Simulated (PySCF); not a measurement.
C5H14O2Si2: NMR shielding calculation

System: C5H14O2Si2, SMILES C[Si](C)(C)[C@@H]1CO[SiH2]O1.
Method: GIAO B3LYP/pcSseg-1 NMR shielding, non-relativistic, IEF-PCM benzene (PySCF 2.14.0).

The geometry comes from this level: GFN2-xTB. Figures and captions count atoms from 1; the log counts them from 0 in places.

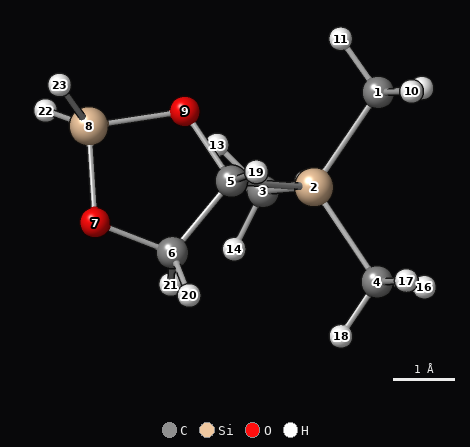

*The structure as given in the input (ball-and-stick view, seen at a tilt; atoms are numbered from 1 in the order of the input).*

Bond lengths as drawn: C–C 1.54 Å, C–H 1.08 to 1.10 Å, C–O 1.40 to 1.42 Å, C–Si 1.91 to 1.92 Å, H–Si 1.45 to 1.46 Å and O–Si 1.63 to 1.64 Å.

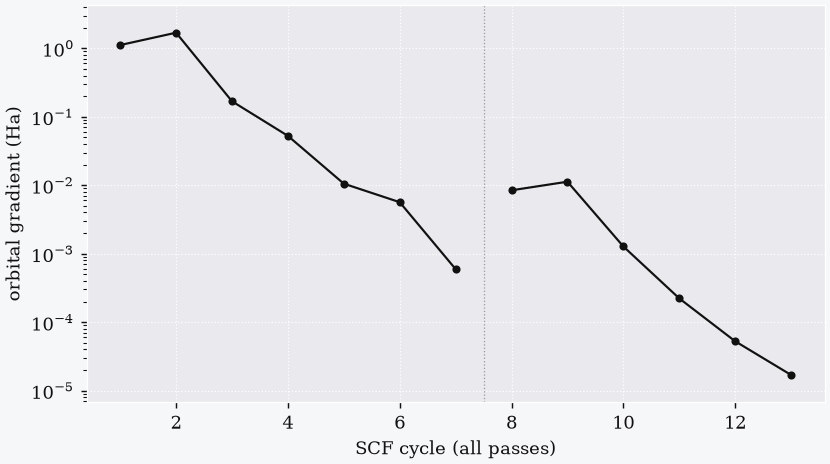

*Convergence of the self-consistent field: orbital gradient against the SCF cycle. The dotted line marks the change from a coarse to the final integration grid.*

The first 7 cycles use a coarse grid, the final grid takes over at cycle 8, and the field converges after 13 cycles in all.

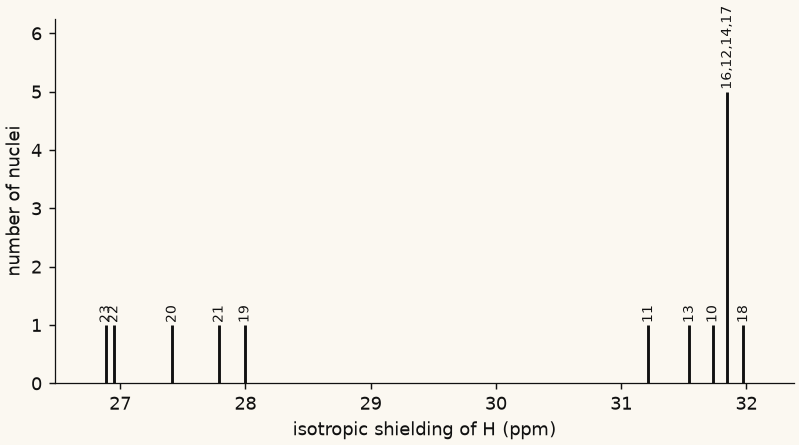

*Isotropic shieldings of the hydrogen nuclei in this fixed geometry, labelled by atom number; shielding grows to the right, so chemical shift grows to the left.*

The least shielded is H23 (26.9 ppm), the most shielded H18 (32.0 ppm).

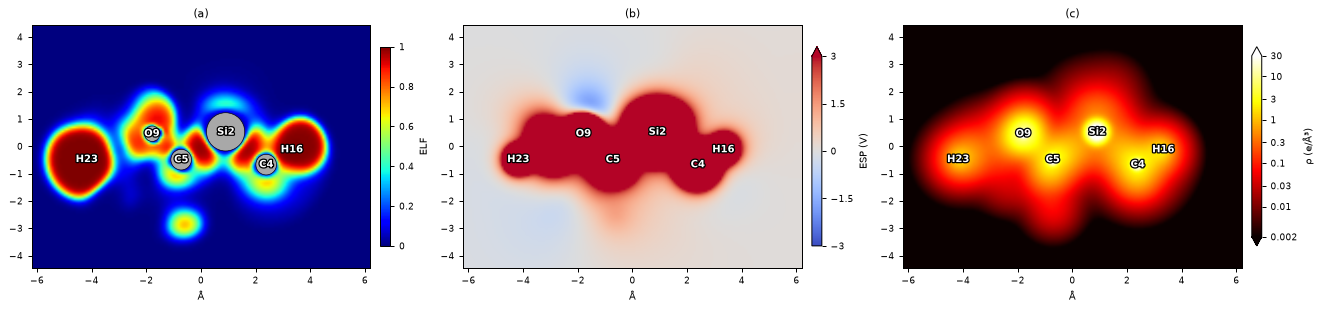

*(a) electron localisation function; (b) electrostatic potential; (c) electron density on the plane of atoms Si2, C5 and O9. Grey discs, where drawn, cover atomic cores.*

The plane passes through Si, C, O and H nuclei. C–Si (1.91 Å): ρ is about 0.91 e/Å³ halfway; the ELF peaks at about 0.95 between the atoms (localised, shared-pair bonding).

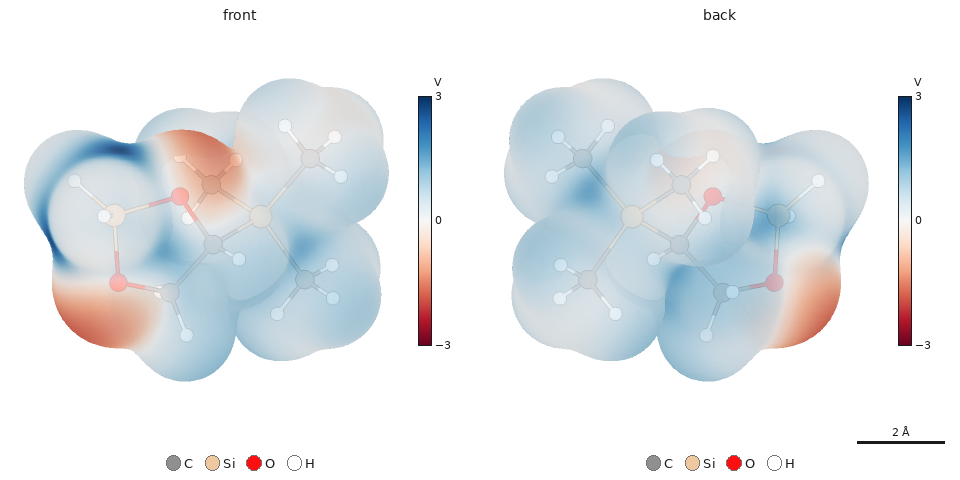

*The molecular electrostatic potential painted on the density surface at 0.004 e/bohr³, seen at a tilt and from behind; red is negative and blue positive.*

A positive charge is drawn to the negative regions and a negative charge to the positive ones. Its dipole moment is 1.41 D.

The input and output of the run follow.

Input file:
```
{"job": {"xc": "B3LYP", "basis": "pcSseg-1", "solvent": "benzene", "kind": "nmr", "pop": true}, "charge": 0, "multiplicity": 1}
C     -0.982272     1.652122     1.656585
Si    -0.892781     0.380970     0.240403
C     -1.282343    -1.370186     0.885144
C     -2.076292     0.857611    -1.180559
C      0.908902     0.387460    -0.419030
C      1.201933    -0.571579    -1.583659
O      2.475985    -1.121237    -1.391427
Si     2.954462    -0.982067     0.169913
O      1.728840    -0.024329     0.668223
H     -0.840331     2.665597     1.292466
H     -0.210042     1.457049     2.394455
H     -1.942859     1.616675     2.161184
H     -0.481766    -1.724868     1.527515
H     -1.396149    -2.083591     0.073606
H     -2.202070    -1.385085     1.462431
H     -3.106113     0.856406    -0.839134
H     -1.861360     1.850658    -1.563527
H     -2.005985     0.164176    -2.013290
H      1.240119     1.393106    -0.704903
H      1.179822    -0.050896    -2.544067
H      0.473592    -1.389457    -1.610332
H      2.866365    -2.237355     0.900958
H      4.245589    -0.314195     0.177683
```

The first line tells a small driver script what to run in PySCF; the rest is the geometry in Å.

Launched with:
```bash
OMP_NUM_THREADS=1 python <driver script> task.json out
```

What the program printed:
```
coarse grid: 19536 points
cycle   1  E = -928.1525138580  dE =  9.791e-01  |g| = 1.114e+00  |ddm| = 4.304e+00
cycle   2  E = -927.8467639719  dE =  3.057e-01  |g| = 1.688e+00  |ddm| = 2.370e+00
cycle   3  E = -928.3848132184  dE = -5.380e-01  |g| = 1.683e-01  |ddm| = 1.655e+00
cycle   4  E = -928.3899529327  dE = -5.140e-03  |g| = 5.257e-02  |ddm| = 1.556e-01
cycle   5  E = -928.3905849296  dE = -6.320e-04  |g| = 1.053e-02  |ddm| = 4.519e-02
cycle   6  E = -928.3905998705  dE = -1.494e-05  |g| = 5.652e-03  |ddm| = 1.153e-02
cycle   7  E = -928.3906053911  dE = -5.521e-06  |g| = 5.952e-04  |ddm| = 4.525e-03
final grid: 177520 points
cycle   8  E = -928.4744434754  dE = -4.349e-05  |g| = 8.430e-03  |ddm| = 3.073e-02
cycle   9  E = -928.4744324743  dE =  1.100e-05  |g| = 1.125e-02  |ddm| = 1.425e-02
cycle  10  E = -928.4744589834  dE = -2.651e-05  |g| = 1.276e-03  |ddm| = 8.322e-03
cycle  11  E = -928.4744592731  dE = -2.897e-07  |g| = 2.225e-04  |ddm| = 1.204e-03
cycle  12  E = -928.4744592826  dE = -9.518e-09  |g| = 5.263e-05  |ddm| = 2.119e-04
cycle  13  E = -928.4744592830  dE = -4.534e-10  |g| = 1.695e-05  |ddm| = 6.087e-05
converged SCF energy = -928.4744592830

GIAO shielding tensors (ppm)
atom      isotropic    diamagn.    paramagn.     s11        s22        s33       span
  0 C      184.670     253.111     -68.441    178.660    183.986    191.364     12.704
  1 Si     333.599     881.807    -548.208    317.823    329.023    353.951     36.128
  2 C      188.916     254.719     -65.802    185.484    186.675    194.590      9.106
  3 C      185.617     253.837     -68.219    181.306    184.774    190.772      9.466
  4 C      111.638     254.292    -142.654     82.740     98.849    153.323     70.583
  5 C      113.111     250.201    -137.090     79.755    102.914    156.664     76.909
  6 O      297.702     397.500     -99.798    254.250    267.085    371.770    117.520
  7 Si     347.321     882.450    -535.129    326.172    331.622    384.170     57.998
  8 O      300.283     400.330    -100.048    254.405    278.243    368.200    113.795
  9 H       31.730      31.427       0.302     27.597     28.846     38.745     11.148
 10 H       31.216      32.364      -1.148     26.288     30.099     37.262     10.974
 11 H       31.804      30.319       1.485     27.439     29.108     38.863     11.424
 12 H       31.543      33.655      -2.112     26.476     30.622     37.531     11.056
 13 H       31.847      33.102      -1.255     27.460     29.566     38.515     11.055
 14 H       31.901      31.062       0.838     27.421     29.073     39.207     11.786
 15 H       31.786      30.282       1.503     27.463     29.045     38.849     11.386
 16 H       31.893      31.753       0.140     27.724     29.196     38.759     11.036
 17 H       31.975      32.730      -0.755     27.207     30.476     38.242     11.035
 18 H       27.994      34.297      -6.302     24.956     26.110     32.917      7.961
 19 H       27.413      31.544      -4.131     22.521     27.761     31.958      9.436
 20 H       27.787      34.260      -6.473     22.133     28.108     33.122     10.989
 21 H       26.947      30.745      -3.798     22.873     24.711     33.257     10.384
 22 H       26.884      29.669      -2.785     23.090     23.620     33.942     10.852
```

Summary:

| quantity | value |
| --- | --- |
| outcome | converged |
| total energy | −928.474459 hartree |
| HOMO | −7.15 eV |
| LUMO | 0.47 eV |
| dipole moment | 1.41 D |
| isotropic shielding, C | 111.6 to 188.9 ppm |
| isotropic shielding, Si | 333.6 to 347.3 ppm |
| isotropic shielding, O | 297.7 to 300.3 ppm |
| isotropic shielding, H | 26.9 to 32.0 ppm |
| hardware | 1 CPU thread, shared host |
| wall time | 62 s |
| peak memory | 1.3 GiB |
